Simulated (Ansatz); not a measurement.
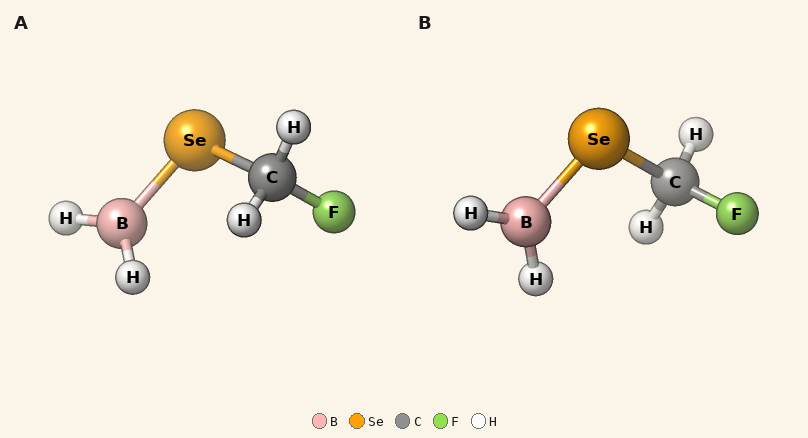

Depth is shown by fading: the farther an atom, the more it takes the colour of the background. The computed structure is the end point of a PBE0-D4/def2-TZVP optimisation.

### Are A and B the same structure? If not, how do they differ?

No. They are mirror images that no rotation superimposes: the geometry of CH4BFSe is chiral (C1), and the handedness lies in its shape, not in a labelled carbon stereocentre. Their energies are equal.
